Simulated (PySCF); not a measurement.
H$_{2}$S, SMILES `S`.

Level of theory: PBE0/def2-TZVP (PySCF), at a geometry from GFN2-xTB. No frequency check shows the geometry to be a minimum. A basis without diffuse functions makes polarisabilities too small. GFN2-xTB bond lengths at metals and heavier atoms can be off by up to 0.1 Å and shapes distorted, which carries into these values.

Coordinates in Å:

```
S1       0.0000   -0.1021    0.0000
H2       0.9574    0.8165    0.0000
H3      -0.9574    0.8166    0.0000
```

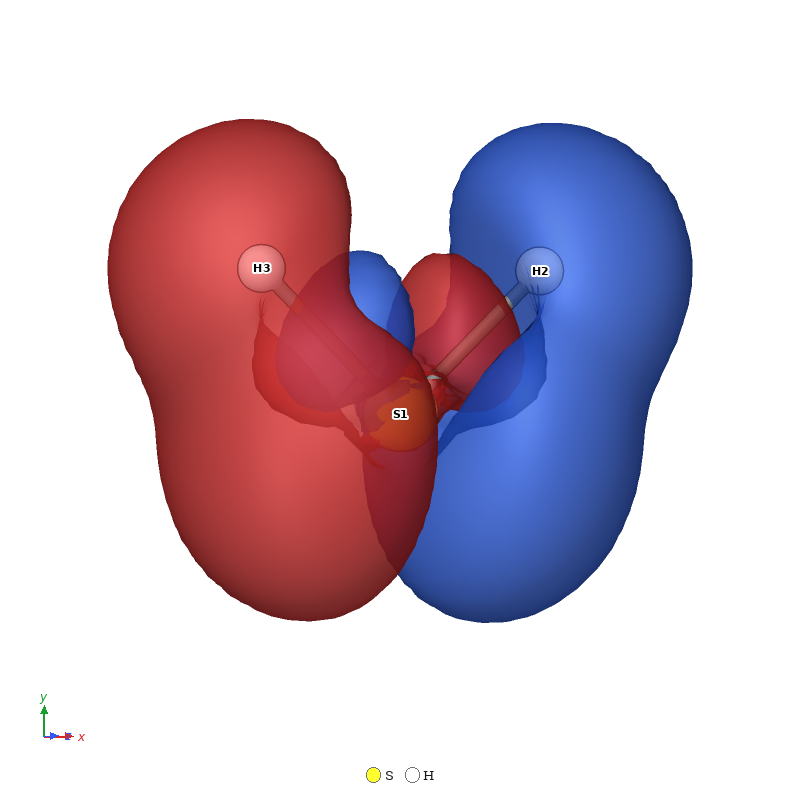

Change of the electron density in a uniform field of 0.21 V/Å, surfaces at ±0.001 e/Å³ (red: gain, blue: loss).

Q: Along which Cartesian direction does the field point?

A: Along +x: electrons gather on the −x side, against the field.

Q: What dipole is induced, and what polarisability does it imply?

A: The induced dipole is 0.20 D (along the field); α along this axis, from the fields in both directions, is 20 bohr³ (2.9 Å³).

Q: Which atoms gain and lose the most charge?

A: Electrons gather most on H3 (Hirshfeld charge changes by −0.008 e) and leave H2 most (+0.008 e); 0.023 electrons are displaced in all.
